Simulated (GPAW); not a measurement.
**Calculation of the molecule and its ions of InNH₄**

The run: calculation of the molecule and its ions of InNH₄. Method and program: PBE/real-space grid, scalar-relativistic datasets (GPAW 26.7.0).

The geometry comes from this level: PBE0-D4/def2-TZVP.

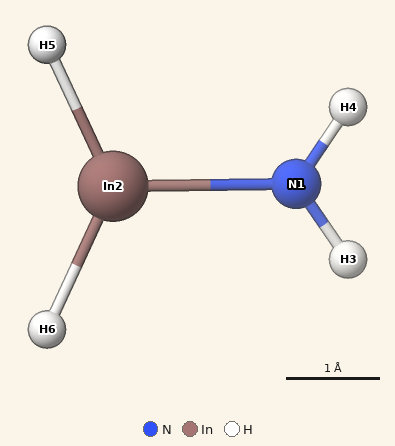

The structure as given in the input (ball-and-stick view, seen at a tilt; atoms are numbered from 1 in the order of the input). Sticks mark near contacts. Bond lengths as drawn: H–In 1.71 Å, H–N 1.01 Å and In–N 2.01 Å.

## Key numbers

```tsv
quantity	value
outcome	converged
ionisation energy	9.27 eV
hardware	1 thread of Arm Neoverse V2, 24 GiB of memory available, shared host
wall time	67 s
peak memory	0.58 GiB
```

## Remarks

On so coarse a grid the energy depends on the position of the molecule, which gives spurious forces.

## Input (mol.py)
```python
import numpy as np
from ase import Atoms
from ase.units import Bohr
from gpaw import GPAW

# Atomic positions
positions_bohr = np.array(
              [[ -0.174233,  -2.004055,   0.069164],
               [  0.180091,   1.768595,  -0.091274],
               [ -1.130056,  -2.934556,   1.423720],
               [  0.589406,  -3.207432,  -1.189205],
               [  1.913348,   2.873329,  -2.590248],
               [ -1.298998,   3.383177,   2.290537]])
molecule = Atoms(["N", "In", "H", "H", "H", "H"], positions=positions_bohr * Bohr)
molecule.center(vacuum=4.5)

energies = {}
for name, charge, unpaired in [("neutral", 0, 0), ("oxidised", 1, 1)]:
    molecule.set_initial_magnetic_moments([unpaired / len(molecule)] * len(molecule))
    dft = GPAW(mode="fd",
               h=0.25,
               xc="PBE",
               charge=charge,
               occupations={"name": "fermi-dirac", "width": 0.0, "fixmagmom": unpaired > 0},
               maxiter=100,
               symmetry="off",
               txt=f'{name}.txt')
    molecule.calc = dft
    energies[name] = molecule.get_potential_energy()
    print(f'{name:10} {energies[name]:12.5f} eV')

ip = energies["oxidised"] - energies["neutral"]
print(f"Vertical IP             {ip:.3f} eV")
```

Command:
```bash
python3 -u mol.py | tee mol.out
```

## What the program printed
```
neutral       -24.02741 eV
oxidised      -14.75337 eV
Vertical IP             9.274 eV
```
